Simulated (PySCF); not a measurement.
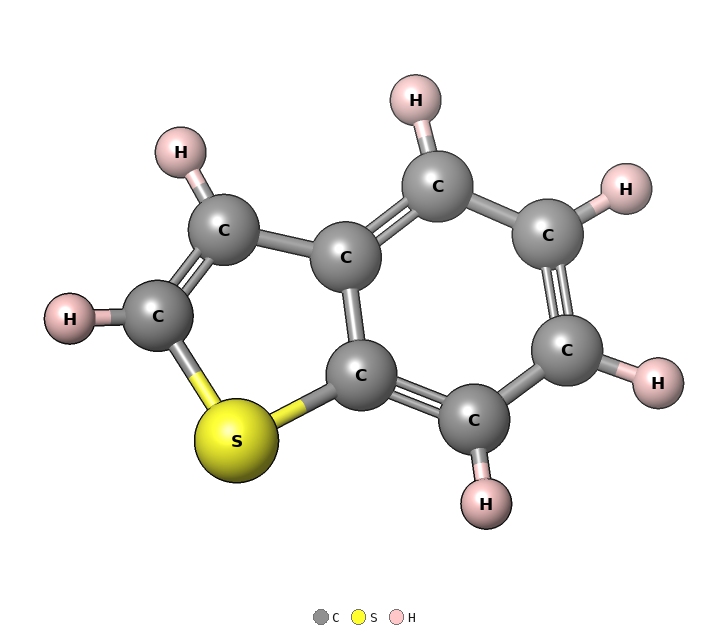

Orthographic view. Atoms fade into the background with distance from the viewer. Geometry: a frame of a GFN2-xTB molecular-dynamics simulation, not a minimum.

Question: Write the InChI string.

Answer: InChI=1S/C8H6S/c1-2-4-8-7(3-1)5-6-9-8/h1-6H
